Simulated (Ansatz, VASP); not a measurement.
# SiC2N4: VASP beside Ansatz

One calculation is typed for both programs; each brings its own data sets and cutoff. How far apart do they land?

Main program and level: Ansatz 0.2.0; plane waves, with VASP 6.6.1 beside it; single point at LDA.

## (1) The starting structure

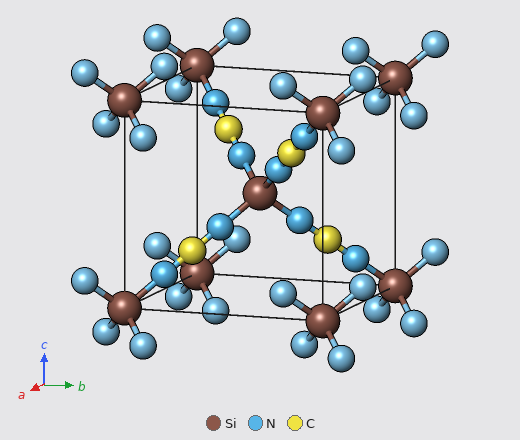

Start, viewed slightly off an axis; silicon brown, nitrogen blue, carbon yellow. Some periodic images of atoms are drawn too.

Coordinates:

```xyz
14
Lattice="6.1885 0.0000 0.0000 0.0000 6.1885 0.0000 0.0000 0.0000 6.1885" Properties=species:S:1:pos:R:3 pbc="T T T"
Si    3.0943    3.0943    3.0943
Si    0.0000    0.0000    0.0000
N     2.1845    2.1845    4.0040
N     0.9097    5.2788    0.9097
N     4.0040    4.0040    4.0040
N     5.2788    0.9097    0.9097
N     2.1845    4.0040    2.1845
N     0.9097    0.9097    5.2788
N     4.0040    2.1845    2.1845
N     5.2788    5.2788    5.2788
C     1.5471    4.6414    1.5471
C     1.5471    1.5471    4.6414
C     4.6414    1.5471    1.5471
C     4.6414    4.6414    4.6414
```

## (2) VASP: single point, LDA

A single point gives forces, pressure and levels at one fixed geometry, so differences don't come from the geometry; what else differs is listed under the comparison.

Lines of VASP's logs that name or quote its potential files are left out, and so is its time.

Input file INCAR:

```
SYSTEM = SiC2N4
PREC = Accurate
ENCUT = 520
EDIFF = 1E-07
NELM = 100
ISMEAR = 0
SIGMA = 0.01
LREAL = .FALSE.
ALGO = Normal
GGA = CA
NBANDS = 46
LORBIT = 11
LWAVE = .FALSE.
LCHARG = .FALSE.
KPAR = 2
NCORE = 2
```

Input file POSCAR:

```
SiC2N4
1.0
    6.1885000000      0.0000000000      0.0000000000
    0.0000000000      6.1885000000      0.0000000000
    0.0000000000      0.0000000000      6.1885000000
Si N C
2 8 4
Direct
    0.5000000000      0.5000000000      0.5000000000
    0.0000000000      0.0000000000      0.0000000000
    0.3530000000      0.3530000000      0.6470000000
    0.1470000000      0.8530000000      0.1470000000
    0.6470000000      0.6470000000      0.6470000000
    0.8530000000      0.1470000000      0.1470000000
    0.3530000000      0.6470000000      0.3530000000
    0.1470000000      0.1470000000      0.8530000000
    0.6470000000      0.3530000000      0.3530000000
    0.8530000000      0.8530000000      0.8530000000
    0.2500000000      0.7500000000      0.2500000000
    0.2500000000      0.2500000000      0.7500000000
    0.7500000000      0.2500000000      0.2500000000
    0.7500000000      0.7500000000      0.7500000000
```

Input file KPOINTS:

```
Automatic mesh
0
Gamma
3 3 3
0 0 0
```

Potentials, in the order of the species: Si, N and C (PBE family, release 64).

Command:

```bash
mpirun -np 4 vasp_std
```

Numbers of over 12 decimals in the logs are rounded to 6 here.

What it wrote:

```text
[banner, memory and clock lines left out]
running    4 mpi-ranks, on    1 nodes
 distrk:  each k-point on    2 cores,    2 groups
 distr:  one band on    2 cores,    1 groups

 POSCAR found type information on POSCAR SiN C
 POSCAR found :  3 types and      14 ions
|                                                                             |
|               ----> ADVICE to this user running VASP <----                  |
|                                                                             |
|     You enforced a specific xc type in the INCAR file but a different       |
|     [... a line on the potential file left out ...]
|     I HOPE YOU KNOW WHAT YOU ARE DOING!                                     |
|                                                                             |

 LDA part: xc-table for (Slater(with rela. corr.)+CA(PZ))
 , standard interpolation
 POSCAR, INCAR and KPOINTS ok, starting setup
 FFT: planning ... GRIDC
 FFT: planning ... GRID_SOFT
 FFT: planning ... GRID
 WAVECAR not read
 entering main loop
       N       E                     dE             d eps       ncg     rms          rms(c)
DAV:   1     0.449757870957E+03    0.44976E+03   -0.30554E+04   368   0.120E+03
DAV:   2    -0.973642840563E+02   -0.54712E+03   -0.52862E+03   488   0.311E+02
DAV:   3    -0.143506896974E+03   -0.46143E+02   -0.45842E+02   448   0.962E+01
DAV:   4    -0.144267061437E+03   -0.76016E+00   -0.75792E+00   442   0.144E+01
DAV:   5    -0.144284910659E+03   -0.17849E-01   -0.17845E-01   438   0.193E+00    0.315E+01
DAV:   6    -0.123284284970E+03    0.21001E+02   -0.48132E+01   424   0.295E+01    0.156E+01
DAV:   7    -0.120795733772E+03    0.24886E+01   -0.68429E+00   408   0.112E+01    0.755E+00
DAV:   8    -0.120511850394E+03    0.28388E+00   -0.97789E-01   440   0.425E+00    0.137E+00
DAV:   9    -0.120509990045E+03    0.18603E-02   -0.39019E-02   434   0.101E+00    0.594E-01
DAV:  10    -0.120515011779E+03   -0.50217E-02   -0.65719E-03   404   0.442E-01    0.148E-01
DAV:  11    -0.120515791631E+03   -0.77985E-03   -0.19267E-03   398   0.180E-01    0.487E-02
DAV:  12    -0.120515959193E+03   -0.16756E-03   -0.93121E-05   424   0.487E-02    0.278E-02
DAV:  13    -0.120515967767E+03   -0.85744E-05   -0.31414E-05   434   0.219E-02    0.105E-02
DAV:  14    -0.120515969211E+03   -0.14441E-05   -0.35586E-06   432   0.839E-03    0.402E-03
DAV:  15    -0.120515969869E+03   -0.65828E-06   -0.43794E-07   378   0.311E-03    0.170E-03
DAV:  16    -0.120515969837E+03    0.32671E-07   -0.88477E-08   336   0.140E-03
   1 F= -.12051597E+03 E0= -.12051597E+03  d E =-.727848E-17
```

Parts of OUTCAR (step 2):

```text
ion  position               nearest neighbor table
   1  0.500  0.500  0.500-   3 1.58   5 1.58   7 1.58   9 1.58
   2  0.000  0.000  0.000-   4 1.58   6 1.58   8 1.58  10 1.58
   3  0.353  0.353  0.647-  12 1.10   1 1.58
   4  0.147  0.853  0.147-  11 1.10   2 1.58
   5  0.647  0.647  0.647-  14 1.10   1 1.58
   6  0.853  0.147  0.147-  13 1.10   2 1.58
   7  0.353  0.647  0.353-  11 1.10   1 1.58
   8  0.147  0.147  0.853-  12 1.10   2 1.58
   9  0.647  0.353  0.353-  13 1.10   1 1.58
  10  0.853  0.853  0.853-  14 1.10   2 1.58
  11  0.250  0.750  0.250-   4 1.10   7 1.10
  12  0.250  0.250  0.750-   3 1.10   8 1.10
  13  0.750  0.250  0.250-   6 1.10   9 1.10
  14  0.750  0.750  0.750-   5 1.10  10 1.10

  LATTYP: Found a simple cubic cell.
 ALAT       =     6.1885000000

 Subroutine GETGRP returns: Found 48 space group operations
 (whereof 24 operations were pure point group operations)

The static configuration has the point symmetry T_d .
 The point group associated with its full space group is O_h .

 Found      4 irreducible k-points:

   k-points           NKPTS =      4   k-points in BZ     NKDIM =      4   number of bands    NBANDS=     46

   dimension x,y,z NGX =    48 NGY =   48 NGZ =   48
   dimension x,y,z NGXF=    96 NGYF=   96 NGZF=   96

   ENCUT  =  520.0 eV  38.22 Ry    6.18 a.u.  11.51 11.51 11.51*2*pi/ulx,y,z

   NELECT =      64.0000    total number of electrons

 k-points in reciprocal lattice and weights: Automatic mesh
   0.00000000  0.00000000  0.00000000       0.037
   0.33333333  0.00000000  0.00000000       0.222
   0.33333333  0.33333333  0.00000000       0.444
   0.33333333  0.33333333  0.33333333       0.296

 average (electrostatic) potential at core
       1 -88.1520       2 -88.1520       3 -68.3244       4 -68.3244       5 -68.3244
       6 -68.3244       7 -68.3244       8 -68.3244       9 -68.3244      10 -68.3244
      11 -56.1525      12 -56.1525      13 -56.1525      14 -56.1525

 E-fermi :  -0.7028

 k-point     1 :       0.0000    0.0000    0.0000
  band No.  band energies     occupation
    ...
     28      -2.7291      2.00000
     29      -2.7291      2.00000
     30      -0.7594      2.00000
     31      -0.7594      2.00000
     32      -0.7594      2.00000
     33       3.2185      0.00000
     34       4.4116      0.00000
     35       4.4116      0.00000
     36       4.4116      0.00000
     37       5.5943      0.00000
    ...

 k-point     2 :       0.3333    0.0000    0.0000
  band No.  band energies     occupation
    ...
     28      -2.4923      2.00000
     29      -2.2458      2.00000
     30      -1.2867      2.00000
     31      -1.1690      2.00000
     32      -1.1690      2.00000
     33       3.7359      0.00000
     34       4.6577      0.00000
     35       4.9416      0.00000
     36       4.9743      0.00000
     37       4.9743      0.00000
    ...

 k-point     3 :       0.3333    0.3333    0.0000
  band No.  band energies     occupation
    ...
     28      -2.1947      2.00000
     29      -1.9210      2.00000
     30      -1.7297      2.00000
     31      -1.4817      2.00000
     32      -1.0940      2.00000
     33       4.1108      0.00000
     34       4.6875      0.00000
     35       4.8216      0.00000
     36       5.0482      0.00000
     37       5.7929      0.00000
    ...

  Total       60.4958504     60.4958504     60.4958504     -0.0000000      0.0000000     -0.0000000
  in kB      408.9592002    408.9592002    408.9592002     -0.0000000      0.0000000     -0.0000000
  external PRESSURE =     408.9592002 kB  Pullay stress =       0.0000000 kB

  energy-cutoff  :      520.00
  volume of cell :      237.00
      direct lattice vectors                 reciprocal lattice vectors
     6.188500000  0.000000000  0.000000000     0.161590046  0.000000000  0.000000000
     0.000000000  6.188500000  0.000000000     0.000000000  0.161590046  0.000000000
     0.000000000  0.000000000  6.188500000     0.000000000  0.000000000  0.161590046

 POSITION                                       TOTAL-FORCE (eV/Angst)
 -----------------------------------------------------------------------------------
      3.09425      3.09425      3.09425         0.000000      0.000000     -0.000000
      0.00000      0.00000      0.00000         0.000000      0.000000     -0.000000
      2.18454      2.18454      4.00396         5.355088      5.355088     -5.355088
      0.90971      5.27879      0.90971        -5.355088      5.355088     -5.355088
      4.00396      4.00396      4.00396        -5.355088     -5.355088     -5.355088
      5.27879      0.90971      0.90971         5.355088     -5.355088     -5.355088
      2.18454      4.00396      2.18454         5.355088     -5.355088      5.355088
      0.90971      0.90971      5.27879        -5.355088     -5.355088      5.355088
      4.00396      2.18454      2.18454        -5.355088      5.355088      5.355088
      5.27879      5.27879      5.27879         5.355088      5.355088      5.355088
      1.54713      4.64138      1.54713        -0.000000      0.000000     -0.000000
      1.54713      1.54713      4.64138        -0.000000      0.000000     -0.000000
      4.64138      1.54713      1.54713         0.000000      0.000000     -0.000000
      4.64138      4.64138      4.64138         0.000000      0.000000     -0.000000
 -----------------------------------------------------------------------------------
    total drift:                                0.000000      0.000000     -0.000000

  FREE ENERGIE OF THE ION-ELECTRON SYSTEM (eV)
  ---------------------------------------------------
  free  energy   TOTEN  =      -120.5159698366 eV

  energy  without entropy=     -120.5159698366  energy(sigma->0) =     -120.51596984

 total charge
# of ion       s       p       d       tot
------------------------------------------
    1        0.714   1.243   0.000   1.956
    2        0.714   1.243   0.000   1.956
    3        1.284   2.971   0.000   4.255
    4        1.284   2.971   0.000   4.255
    5        1.284   2.971   0.000   4.255
    6        1.284   2.971   0.000   4.255
    7        1.284   2.971   0.000   4.255
    8        1.284   2.971   0.000   4.255
    9        1.284   2.971   0.000   4.255
   10        1.284   2.971   0.000   4.255
   11        1.027   2.096   0.000   3.123
   12        1.027   2.096   0.000   3.123
   13        1.027   2.096   0.000   3.123
   14        1.027   2.096   0.000   3.123
--------------------------------------------------
tot         15.806  34.635   0.000  50.440

[... 1 further part left out ...]
```

The run ends at a pressure of 40.90 GPa, with forces up to 9.3 eV/Å.

[end of part 1 of 2]

[Lines on the potential files, build, host, timing and source positions are cut from VASP's logs without a mark.]

[Logs are printed without paths, hosts, clocks, repeated set-up lines and the standing remarks that a program may print on its own settings, such as how far it seeks lower states.]

[Hosts, paths, dates, database ids (printed as entryN), source tags and the programs' standing remarks are cut or masked in the printed files.]
